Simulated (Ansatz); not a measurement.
**F2H2OSSi···H2: density, localisation and related maps**

The calculation's input:

```
crystal:
  periodic: [false, false, false]
  atoms:
    - { symbol: Si, position_ang: [-0.468354, -0.075888, -0.45196] }
    - { symbol: H, position_ang: [0.246416, 0.591406, 2.026842] }
    - { symbol: O, position_ang: [1.052894, -0.527702, -0.070374] }
    - { symbol: H, position_ang: [1.228219, -1.463326, 0.077184] }
    - { symbol: F, position_ang: [-0.427032, 1.522224, -0.551412] }
    - { symbol: F, position_ang: [-0.897314, -0.611575, -1.910271] }
    - { symbol: S, position_ang: [-1.978911, -0.786883, 0.892766] }
    - { symbol: H, position_ang: [-2.738835, -1.236254, -0.135865] }
    - { symbol: H, position_ang: [-0.405781, 0.763099, 2.278189] }
basis:
  gaussian: { orbitals: def2-SVP }
hamiltonian:
  xc: pbe0
  dispersion: d4
relax:
  f_tol: 0.03
  max_steps: 50
output:
  orbitals: {}
```

Run with:

```sh
ansatz run input.yaml --threads 2 --pin off --max-ram 3072MiB --backend cpu --events-out ev --progress --plain --runs-dir out
```

The fields are those of the run's last geometry, not of the input's.

Method: RKS PBE0-D4/def2-SVP in Ansatz.

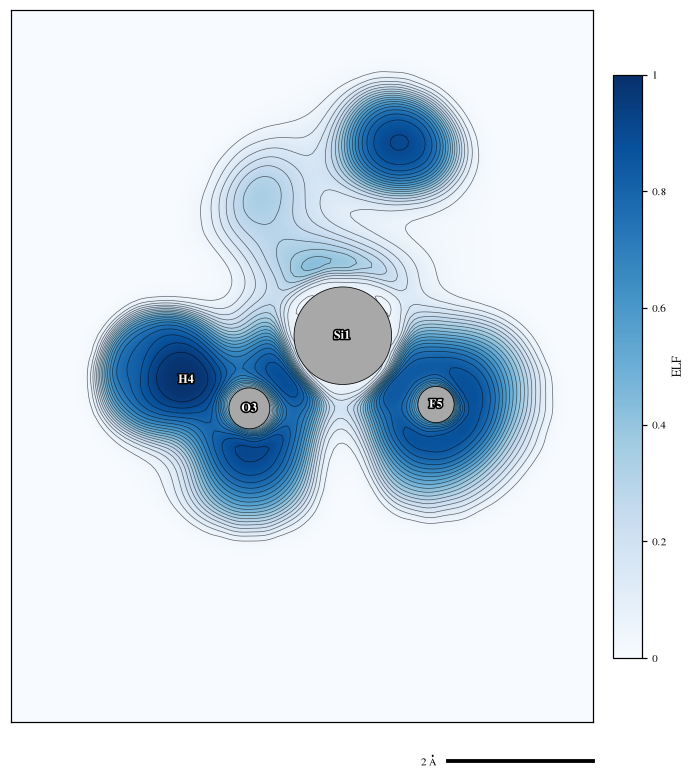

Figure 1. Electron localisation function on the plane of atoms Si1, O3 and H4. Grey discs cover the atomic cores.

Question: What do the fields say about this system?

Answer: Atoms in the plane: Si, O, H and F.
Si–F (1.60 Å): the ELF peaks at about 0.85 in the valence shell of F, 0.6 Å from its nucleus, and is about 0.35 at the midpoint.
Si–O (1.63 Å): the ELF peaks at about 0.90 between the atoms, as expected for a polar covalent bond.
O–H (0.96 Å): the ELF climbs to about 1 towards the hydrogen, as it does in any bond to H; an ordinary covalent bond to hydrogen.
The ELF also peaks beside O3 and F5, away from the bonds: lone-pair regions.

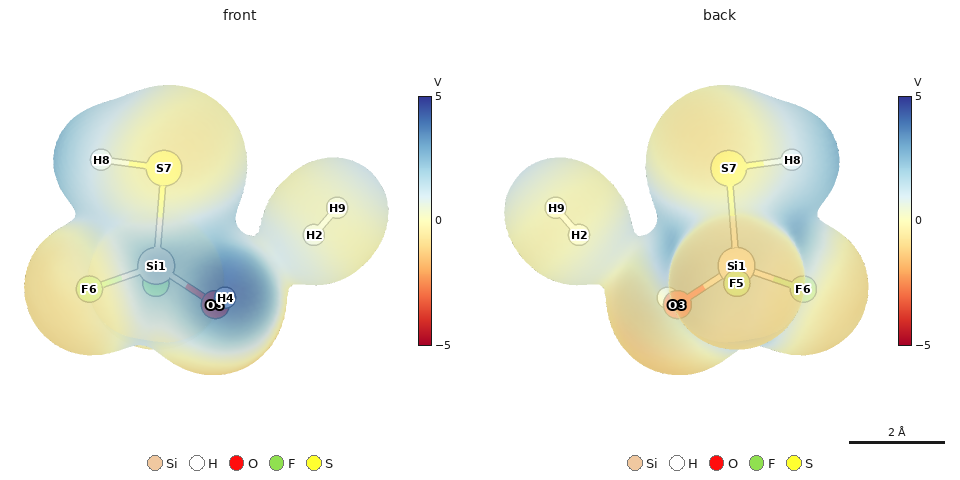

Figure 2. The molecular electrostatic potential painted on the density surface at 0.004 e/bohr³, seen from the front and from behind; the colour scale runs from red (negative) to blue (positive).

Question: Describe the electrostatic potential map.

Answer: The most negative region (about −1.2 V, or −28 kcal/mol for a unit charge) lies over O3, the most positive (about +3.9 V, or +90 kcal/mol for a unit charge) over H4. O3 is the likeliest acceptor of a hydrogen bond.

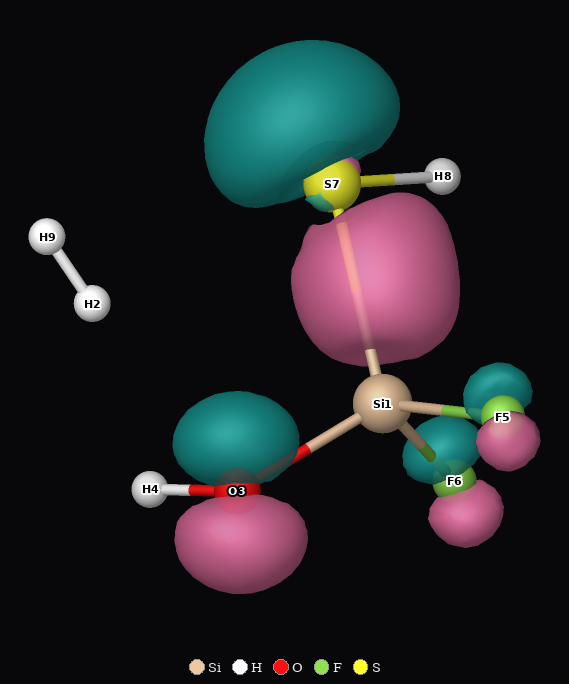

Figure 3. The HOMO−1 at ±0.2 Å⁻³ᐟ² (teal and pink are the two phases), seen at an oblique angle.

Question: What is the character of this orbital?

Answer: By Hirshfeld shares it lies mainly on S7 (about 50 %), O3 (about 20 %) and Si1 (about 15 %); largely a combination of lone pairs on S7 and O3. Its energy is −9.92 eV.
